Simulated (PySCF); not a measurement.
# C4H7BN2: the cost of one run

Computed with PySCF 2.14.0 and routines of our own; the level stands in each step. Atoms count from 0.

### Step 1. The starting structure

14 atoms, charge 0, multiplicity 1; geometry from: GFN2-xTB.

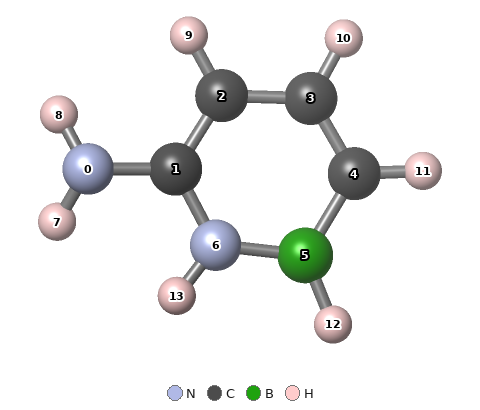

The starting geometry (nitrogen light blue, carbon dark grey, boron green, hydrogen pink).

### Step 2. Geometry optimisation at BHandHLYP/def2-SVP

Job settings and geometry (Å):

```
{"job": {"xc": "BHandHLYP", "basis": "def2-SVP", "grid": 1, "kind": "geom"}, "charge": 0, "multiplicity": 1}
N      2.268744     0.014582     0.260090
C      0.892988    -0.019508     0.088214
C      0.205944    -1.193000    -0.091641
C     -1.196800    -1.189581    -0.188574
C     -1.918280    -0.031110    -0.114643
B     -1.189662     1.273253     0.087060
N      0.224298     1.154301     0.172840
H      2.731384     0.871645    -0.003914
H      2.756797    -0.814946    -0.037323
H      0.753938    -2.120639    -0.155420
H     -1.683934    -2.147539    -0.331323
H     -2.994672    -0.106424    -0.203522
H     -1.661182     2.343142     0.171033
H      0.809759     1.965352     0.324957
```

Command:

```bash
$ OMP_NUM_THREADS=1 python excited_run.py task.json out
```

The driver reads the jobs from task.json and runs them one after another.

Q: Estimate the wall time and peak memory of this first job on 1 thread of Arm Neoverse V1, shared host.

About 46 s, with a peak of 0.58 GiB.
